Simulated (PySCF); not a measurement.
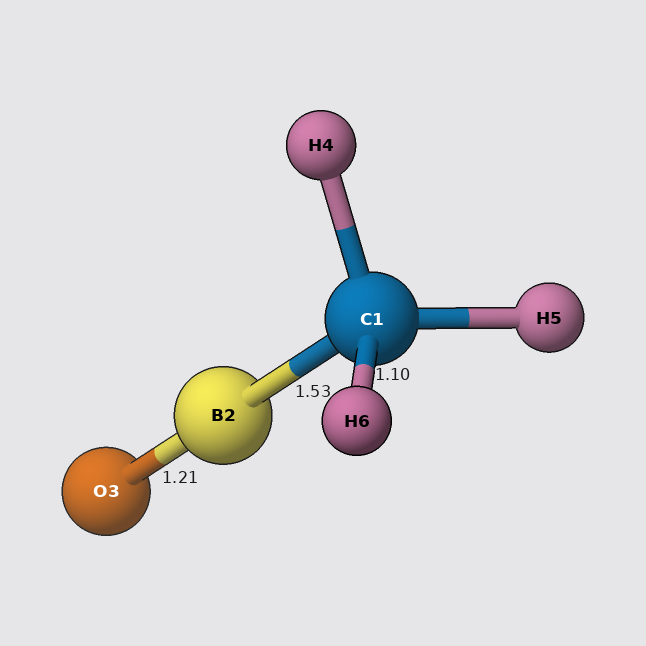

Bond lengths are marked in Å; every bond is drawn as one stick. The geometry was computed by an optimisation with PBE0-D3(BJ)/def2-SVP. No frequency run is at hand to confirm it as a minimum.

### Assign a bond order to each marked bond.

C1–B2 single; C1–H6 single; B2–O3 double.

### Give the structure as SMILES.

CB=O
